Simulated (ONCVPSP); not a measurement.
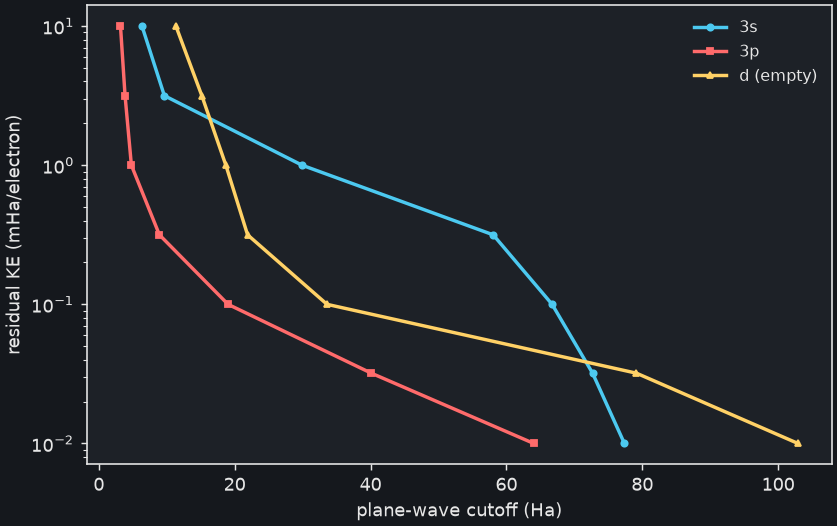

Residual kinetic energy of the pseudo-waves (the first of each channel, and further valence shells) beyond the plane-wave cutoff, as the generator prints it.

ONCVPSP 4.0.1 input (lines: element, Z, core and valence counts, functional; n l f; lmax; l rc ep ncon nbas qcut; lloc lpopt rc5 dvloc0; l nproj debl; icmod fcfact rcfact), PBE, non-relativistic:

```
  P 15.00    3    2        4      upf
    1    0    2.00
    2    0    2.00
    2    1    6.00
    3    0    2.00
    3    1    2.00
    2
    0    1.55    0.00    4    8    3.70
    1    1.65    0.00    4    8    4.20
    2    1.45    0.19    4    8    6.80
    4    5    0.90   -1.00
    0    3    2.10
    1    3    3.90
    2    2    3.60
    1    0.20    0.00
```

Which cutoffs does the potential need for its occupied states?

Answer. 30 Ha for 1 mHa and 67 Ha for 0.1 mHa per electron. The first is set by 3s.

Read the cutoffs for an error of 1 mHa per electron.

Answer. 3s: 30 Ha; d (empty): 19 Ha; 3p: 4.8 Ha.

Which wave is the hardest at 1 mHa per electron, and which settings govern it?

Answer. 3s, with rc = 1.55 bohr and qcut = 3.7 1/bohr. The optimisation minimises, but can't always remove, the kinetic energy above qcut²/2 = 6.8 Ha, and a larger rc would as a rule soften the wave at some cost in transferability.
